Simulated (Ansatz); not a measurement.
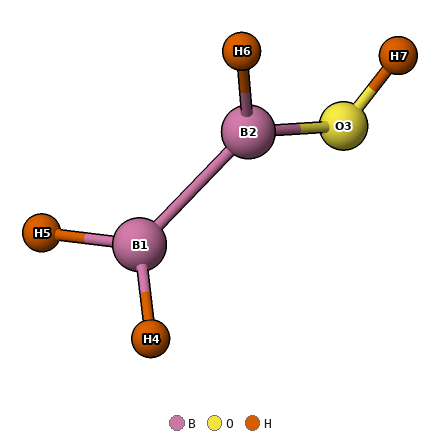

The system is B₂H₄O (SMILES BBO) with the probe K+; the picture shows it without the atoms that are moved over the map. 
- The probe is moved over a plane parallel to the molecule's main plane, 3.72 Å above it.
- The first coordinate is: x of the probe's K atom; the second: y of the probe's K atom.
- Nothing is relaxed (molecule and probe rigid).
- Grid: 11 × 11 points.
- All energies are given in kJ/mol relative to the lowest grid point.
- The calculation used RKS PBE0-D4/def2-TZVP in Ansatz.

Range: x of the probe's K atom from −3.20 to 3.20 Å; y of the probe's K atom from −3.20 to 3.20 Å.

What landscape does the calculation give?

The lowest grid point is at x of the probe's K atom = 0.64 Å, y of the probe's K atom = −0.64 Å [nearest 1 H at 3.04 Å]. It is the only kind of minimum in the scanned range. The highest grid point, x of the probe's K atom = −3.20 Å, y of the probe's K atom = 3.20 Å, lies 37.4 kJ/mol above the lowest. Near the minimum the curvatures are about 0.062 and 0.16 eV/Å² along the soft and the stiff direction.

```
y of the probe's K atom ↓, x of the probe's K atom →  −3.20  −2.56  −1.92  −1.28  −0.64  0.00  0.64  1.28  1.92  2.56  3.20
                                                3.20   37.4   34.9   31.8   28.6   25.8  23.7  22.6  22.4  22.9  23.8  24.9
                                                2.56   37.0   33.9   30.1   26.1   22.5  19.9  18.5  18.1  18.6  19.8  21.5
                                                1.92   36.0   32.3   27.8   23.2   19.1  15.9  13.8  13.0  13.4  14.9  17.1
                                                1.28   34.3   30.0   24.9   19.8   15.4  11.8   9.0   7.6   7.8   9.5  12.3
                                                0.64   31.8   26.8   21.2   15.9   11.4   7.6   4.7   3.7   4.4   5.2   7.9
                                                0.00   28.7   23.1   17.2   11.8    7.4   3.8   1.8   4.3   5.6   4.7   5.2
                                               −0.64   25.8   20.0   13.9    8.7    4.7   1.7   0.0   3.1   4.7   4.1   4.4
                                               −1.28   23.9   18.3   12.6    8.0    4.6   2.2   0.6   0.8   2.4   3.0   5.4
                                               −1.92   23.2   18.3   13.5    9.7    7.0   5.3   4.2   3.7   4.2   5.8   8.6
                                               −2.56   23.5   19.6   15.9   13.0   11.0   9.9   9.1   8.9   9.3  10.6  12.8
                                               −3.20   24.5   21.5   18.8   16.7   15.3  14.6  14.2  14.1  14.5  15.5  17.0
```

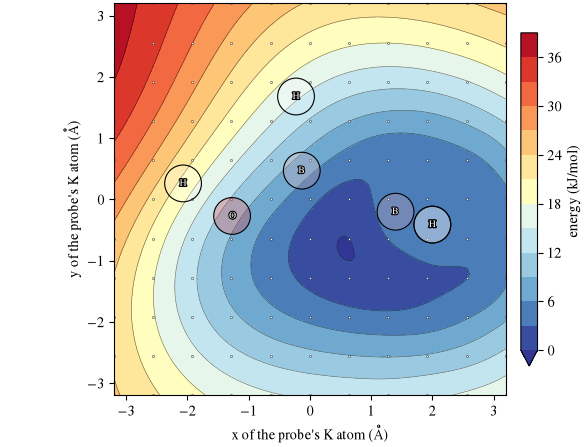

The picture shows filled contours, dots at the grid points, labelled circles for the molecule's atoms, projected on the plane. Between grid points the surface is interpolated.

Each point was launched as `ansatz run input.yaml --threads 1 --pin off --max-ram 2560MiB --backend cpu --events-out ev --progress --plain --runs-dir out`. The whole map (121 points run) took 12 min on 1 thread of Intel(R) Xeon(R) Platinum 8375C CPU @ 2.90GHz (Ice Lake), on a shared host.
